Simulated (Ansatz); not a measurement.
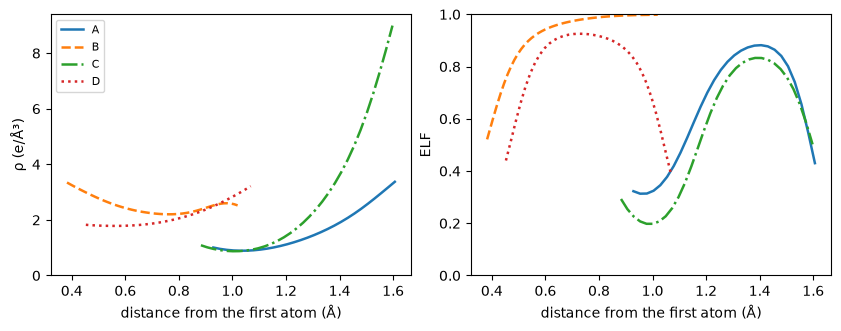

The picture shows: CH₄F₃NZr (SMILES C[NH][Zr]([F])([F])[F]). Electron density and ELF along straight lines between neighbouring atoms. The curves leave out the atomic cores.

Geometry: PBE0-D4/def2-SVP; core potentials replace the inner electrons of Zr.

Level of theory: isolated molecule in a Gaussian basis; Kohn-Sham density functional theory, functional PBE0 (Ansatz 0.2.0).

```yaml
atoms:
  - { symbol: C, position_ang: [-0.9397, 0.8943, -2.2127] }
  - { symbol: F, position_ang: [-0.3700, 0.9468, 1.5118] }
  - { symbol: F, position_ang: [1.4052, -1.0441, 0.0089] }
  - { symbol: F, position_ang: [-1.3764, -2.0714, 1.2038] }
  - { symbol: N, position_ang: [-1.3419, -0.1531, -1.2971] }
  - { symbol: Zr, position_ang: [-0.4141, -0.6228, 0.4204] }
  - { symbol: H, position_ang: [-0.6824, 0.5049, -3.2138] }
  - { symbol: H, position_ang: [-0.0400, 1.4099, -1.8354] }
  - { symbol: H, position_ang: [-1.7172, 1.6688, -2.3372] }
  - { symbol: H, position_ang: [-2.1722, -0.6488, -1.6192] }
```

Question: Which curve belongs to which contact (C–N, N–H, Zr–F and Zr–N)? The first atom named is at distance zero.

Answer: Curve A: Zr–N (2.01 Å): the density is about 0.9 e/Å³ at the midpoint; the ELF peaks at about 0.90 in the valence shell of N, 0.6 Å from its nucleus, and is about 0.30 at the midpoint. Curve B: N–H (1.02 Å): the density is about 2.7 e/Å³ at the midpoint; the ELF climbs to about 1 towards the hydrogen, as it does in any bond to H; an ordinary covalent bond to hydrogen. Curve C: Zr–F (1.91 Å): ρ at the midpoint is about 0.91 e/Å³; the ELF peaks at about 0.85 in the valence shell of F, 0.5 Å from its nucleus, and drops to about 0.20 between the two atoms. Curve D: C–N (1.45 Å): ρ at the midpoint is about 1.9 e/Å³; the ELF peaks at about 0.95 between the atoms (a covalent bond).
